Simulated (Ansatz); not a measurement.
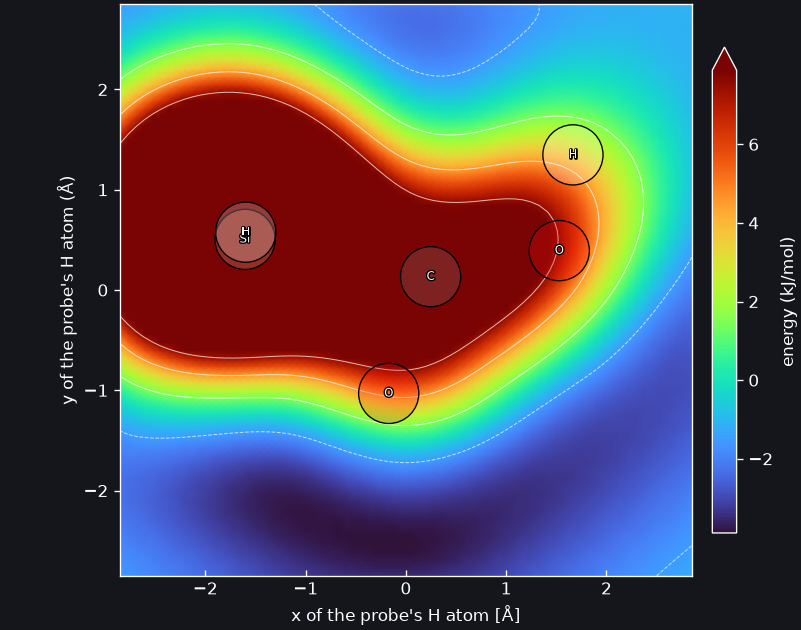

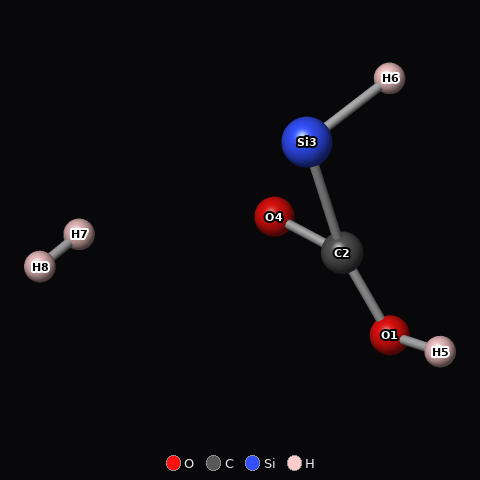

Energy landscape of CH₂O₂Si (SMILES OC1=[SiH]O1) with the probe H2. The probe is moved over a plane parallel to the molecule's main plane, 2.11 Å above it. First axis: x of the probe's H atom. Second axis: y of the probe's H atom. Nothing is relaxed (molecule and probe rigid, the probe upright with H nearest the plane). The scan uses an 11 × 11 grid. Energies are in kJ/mol, from molecule and probe far apart, each relaxed in its own basis (no counterpoise correction). The calculation used Ansatz, RKS PBE0-D4/def2-SVPD.

The picture shows a smooth colour map with a few white contour lines, labelled circles for the molecule's atoms, projected on the plane, one colour for all values above the top of the scale. Between grid points the surface is interpolated. The second picture is the structure at the lowest point.

Q: Where are the wells?

A: The lowest grid point is at x of the probe's H atom = −1.14 Å, y of the probe's H atom = −2.28 Å, −3.8 kJ/mol from molecule and probe far apart, each relaxed in its own basis (no counterpoise correction). The energy also falls towards the edge at x of the probe's H atom = 0.00 Å, y of the probe's H atom = 2.85 Å (1.6 kJ/mol above the lowest) and x of the probe's H atom = −2.85 Å, y of the probe's H atom = 2.85 Å (2.4 kJ/mol above the lowest), where a further well may lie outside the range. The highest grid point, x of the probe's H atom = −1.71 Å, y of the probe's H atom = 0.57 Å, lies 32.3 kJ/mol above the lowest.

The input of one point:

```yaml
crystal:
  periodic: [false, false, false]
  atoms:
    - { symbol: O, position_ang: [1.529346, 0.392772, 0.00574] }
    - { symbol: C, position_ang: [0.246164, 0.133094, -0.011565] }
    - { symbol: Si, position_ang: [-1.604038, 0.505121, 0.003445] }
    - { symbol: O, position_ang: [-0.171472, -1.030986, 0.002381] }
    - { symbol: H, position_ang: [1.66556, 1.347733, -0.016915] }
    - { symbol: H, position_ang: [-1.597593, 0.577097, -1.528396] }
    - { symbol: H, position_ang: [-1.14, -2.28, 2.11] }
    - { symbol: H, position_ang: [-1.14, -2.28, 2.870398] }
basis:
  gaussian: { orbitals: def2-SVPD }
hamiltonian:
  xc: pbe0
  dispersion: d4
output:
  forces: true
```

Time for the 121 points that were run: 9.9 min on 1 thread of Arm Neoverse V2 (shared host).
